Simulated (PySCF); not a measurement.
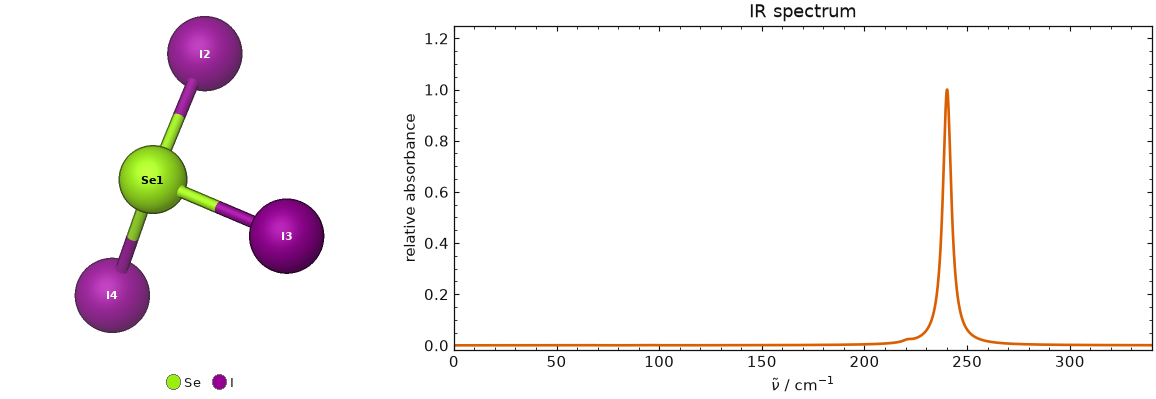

Infrared spectrum of SeI₃⁺, singlet (point group C3v). Unscaled harmonic wavenumbers and double-harmonic intensities, PBE0/def2-SVP (ECP), PySCF 2.14.0, isolated molecule. The structure is the lowest point that the starts tried gave, with the shape that electron-pair counting expects. Degenerate modes count as one line, with their intensities summed. Lorentzian lines of 5 cm⁻¹ full width. Close modes add up in the curve.

### Which modes are missing from the spectrum (below 0.05 km/mol)?

68.6 cm⁻¹ (e) and 96.0 cm⁻¹ (a1).

### List the modes.

```csv
cm⁻¹,km/mol,symmetry
68.6,0.0,e (×2)
96.0,0.0,a1
220.9,0.4,a1
240.2,52.8,e (×2)
```

Caveats: double-zeta basis on some or all atoms.
